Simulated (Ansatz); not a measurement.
The compound is KFeBr3 (cubic perovskite) (Pm-3m).

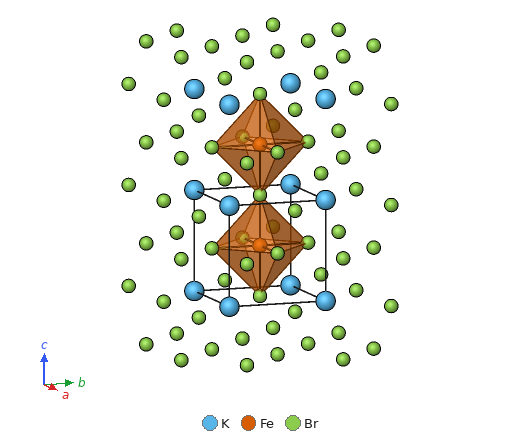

The structure (potassium blue, iron orange, bromine green). 1×1×2 cells are drawn. Some periodic images of atoms are drawn too.

The structure was built from a prototype and need not be the compound's stable phase.

Symmetry: Pm-3m, No. 221, cubic system. Conventional cell: a = 4.864 Å, b = 4.864 Å, c = 4.864 Å, α = 90.00°, β = 90.00°, γ = 90.00°. Nearest to K lie 12 Br at 3.44 Å. Nearest to Fe lie 6 Br at 2.43 Å. Br has 2 Fe at 2.43 Å and 4 K at 3.44 Å nearest. Farther neighbours and most contacts between anions are not listed.

```cif
data_structure
_symmetry_space_group_name_H-M 'P 1'
_symmetry_Int_Tables_number 1
_cell_length_a 4.8644
_cell_length_b 4.8644
_cell_length_c 4.8644
_cell_angle_alpha 90.000
_cell_angle_beta 90.000
_cell_angle_gamma 90.000
_cell_volume 115.10
loop_
_atom_site_label
_atom_site_type_symbol
_atom_site_fract_x
_atom_site_fract_y
_atom_site_fract_z
_atom_site_occupancy
K1 K 0.00000 0.00000 0.00000 1
Fe2 Fe 0.50000 0.50000 0.50000 1
Br3 Br 0.50000 0.50000 0.00000 1
Br4 Br 0.50000 0.00000 0.50000 1
Br5 Br 0.00000 0.50000 0.50000 1
```

The structure was relaxed with LDA. The structure type comes from a generator and need not be one that this composition takes. The structure was generated from a model, not taken from a measurement. The runs that relaxed it are not among those shown. The program's search for lower electronic states was switched off, so nothing shows that the state found is the lowest. PAW set soft_2, made with PBE.

A constrained-RPA run (Ansatz 0.2.0; non-magnetic LDA; Fe d, bands v3 to c2, 4×4×4 mesh, medium accuracy) builds 5 functions on bands 3.4 eV wide, with 6.0 electrons in the window. The bare on-site interaction is 17.4 eV and the bare J 0.56 eV.

What U and J survive the screening?

On the Fe d shell, U = 3.54 eV (20 % of the bare value), U′ = 2.65 eV, J = 0.44 eV.

The parent state is non-magnetic and the interaction static (zero frequency); U depends on the window and the orbitals, so it belongs to this model alone.

[Paths, hosts, dates, memory and timing lines, banners, echoed tables and standing remarks are left out of the program output.]

[Logs are printed without paths, hosts, clocks, repeated set-up lines and the standing remarks that a program may print on its own settings, such as how far it seeks lower states.]

[Runs of the session that timed out or met a known fault of the program may be left out.]

[Hosts, paths, dates, database ids (printed as entryN), source tags and the programs' standing remarks are cut or masked in the printed files.]
